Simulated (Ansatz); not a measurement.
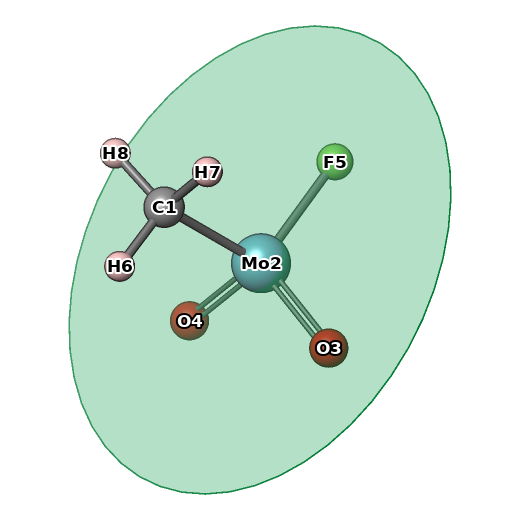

A disc through the centre of mass is drawn in. Depth is shown by fading: the farther an atom, the more it takes the colour of the background. The species is neutral and a spin singlet. The computed structure is the end point of a PBE0-D4/def2-TZVP optimisation.

**Is the plane of the disc a mirror plane of the structure?**

No. The point group is Cs, with 1 mirror plane, and this plane isn't one of its mirror planes.
